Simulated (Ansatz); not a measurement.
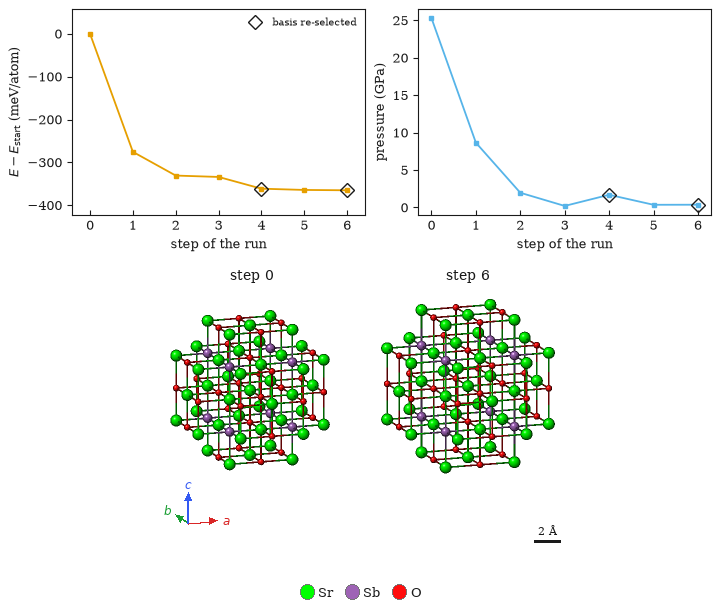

First and last geometry of a relaxation of a crystal of Sr4SbO3 (a generated structure, set up in Pm-3m) (coarse preliminary run), with the history of the run. A ball-and-stick model of the cell of the calculation, seen slightly off an axis.

Method: DFT PBE, scalar-relativistic, plane waves, PAW (Ansatz 0.2.0).

Input
```yaml
crystal:
  lattice:
    - [5.25018389, 0.0, 0.0]
    - [0.0, 5.25018389, 0.0]
    - [0.0, 0.0, 5.25018389]
  atoms:
    - { symbol: Sr, position: [0.5, 0.0, 0.0] }
    - { symbol: Sr, position: [0.5, 0.5, 0.5] }
    - { symbol: Sr, position: [0.0, 0.0, 0.5] }
    - { symbol: Sr, position: [0.0, 0.5, 0.0] }
    - { symbol: Sb, position: [0.0, 0.0, 0.0] }
    - { symbol: O, position: [0.0, 0.5, 0.5] }
    - { symbol: O, position: [0.5, 0.0, 0.5] }
    - { symbol: O, position: [0.5, 0.5, 0.0] }
basis:
  ecutwfc: 420
kpoints:
  mp_grid: { grid: [4, 4, 4] }
hamiltonian:
  xc: pbe
scf:
  occupations: { method: gaussian, width: 0.1 }
  lower_state_search: "off"
output:
  forces: true
  stress: true
  eigenvalues: true
relax:
  adjacent_minimum: "off"
  f_tol: 0.04
  max_steps: 70
  cell: { stress_tol: 0.4 }
```

Command:
```bash
ansatz run input.yaml --threads 1 --pin off --max-ram 2048MiB --backend cpu --events-out ev --progress --plain --runs-dir out
```

> Read the history and describe the run.

It converged. The atoms keep their places relative to the cell (all moves are under 0.005 Å). Cell: a = b = c 5.250 → 5.757 Å (+9.7 %). Volume +31.9 %. Some distances before and after: Sr1–O7 2.625 → 2.879 Å, Sr1–Sb5 2.625 → 2.879 Å. The space group stays Pm-3m (No. 221). After 4 accepted moves (6 points after the start) the energy has fallen by 365 meV per atom. All forces vanish by symmetry, so only the cell relaxes. The pressure goes from 25.30 to 0.37 GPa. The SCF was repeated twice at an unchanged geometry on a basis and grid sized afresh for the cell, which shifted the energy by 27.4 meV per atom at most. The run took 41 s on 1 thread of Arm Neoverse V1, on a shared host, peak memory 0.43 GiB.
